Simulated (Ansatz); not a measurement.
## Electronic structure of CH7BGeO2 (SMILES [CH3][GeH2][B](O)O) in real space

```xyz
12

C    -1.2244    1.3983   -0.1347
Ge    0.3598    0.5069    0.6089
B     0.6970   -1.3602   -0.2736
O     0.1998   -2.5132    0.2480
O     1.4060   -1.5098   -1.4243
H    -1.3756    2.3654    0.3453
H    -2.1133    0.7865    0.0241
H    -1.1026    1.5563   -1.2072
H     0.1586    0.3569    2.1350
H     1.5772    1.4379    0.4043
H    -0.2752   -2.3891    1.0705
H     1.7697   -0.6909   -1.7625
```

Geometry: PBE0-D4/def2-TZVP.

Level of theory: RKS PBE0-D4/def2-TZVPP (Ansatz 0.2.0).

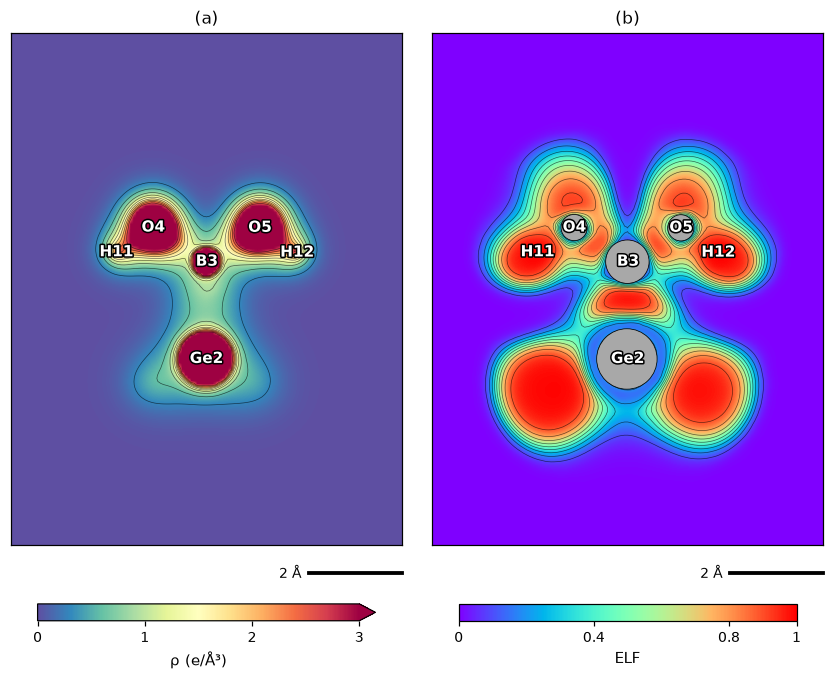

Figure 1. (a) electron density; (b) ELF on the plane of atoms B3, O5 and H12. Grey discs cover the atomic cores in the ELF map.

Describe what can be read from this map.

The section cuts through Ge, B, O and H sites.
B–O (1.36 Å): ρ at the midpoint is about 2.1 e/Å³; the ELF peaks at about 0.90 between the atoms; a polar covalent bond.
Ge–B (2.09 Å): ρ at the midpoint is about 0.75 e/Å³; the ELF peaks at about 1 between the atoms: localised, covalent bonding.
O–H (0.96 Å): ρ is about 3.9 e/Å³ halfway; the ELF climbs to about 1 towards the hydrogen, as it does in any bond to H: an ordinary covalent bond to hydrogen.
The ELF also peaks beside O5 and O4, away from the bonds: lone-pair regions.

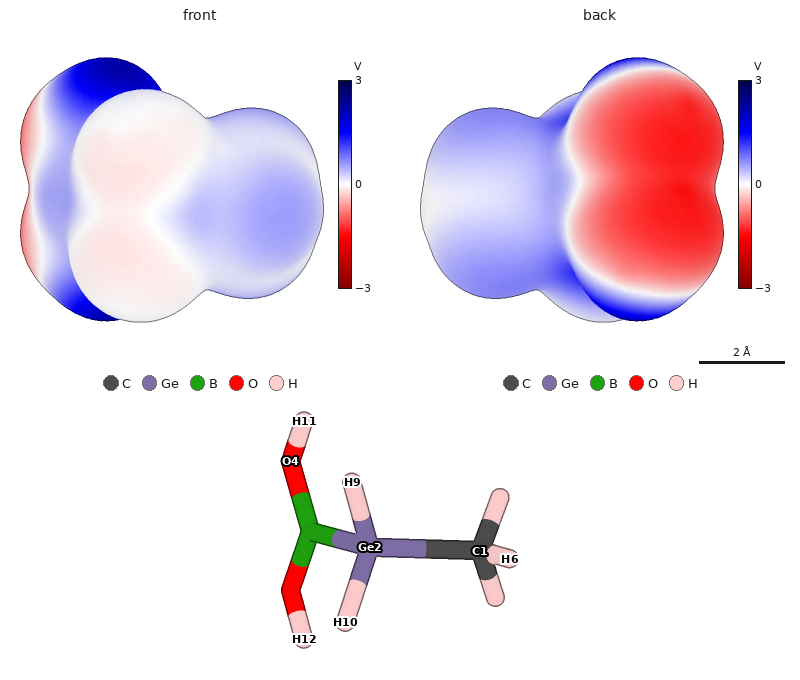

Figure 2. The electrostatic potential painted on the density surface at 0.001 e/bohr³, seen from the front and from behind; red is negative and blue positive. The bare structure is drawn below in the same view.

Which sites attract a positive test charge, and which a negative one?

A positive charge is drawn to the negative regions and a negative charge to the positive ones. The most negative region (about −1.4 V) lies over O4 and O5, the most positive (about +2.2 V) over H11 and H12.

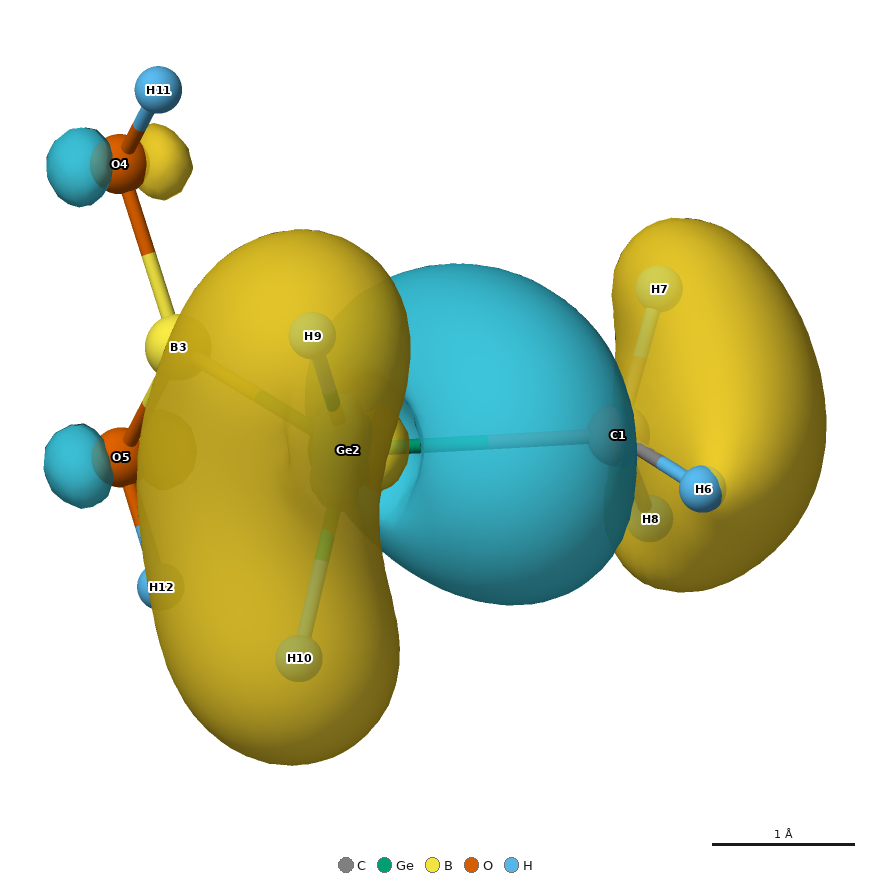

Figure 3. The HOMO−1 at ±0.1 Å⁻³ᐟ² (yellow and cyan are the two phases), seen at a tilt.

Describe this orbital and give its energy.

It lies mainly on C1 (about 35 %), Ge2 (about 30 %), H10 (about 10 %) and H9 (about 10 %). Its energy is −8.90 eV.
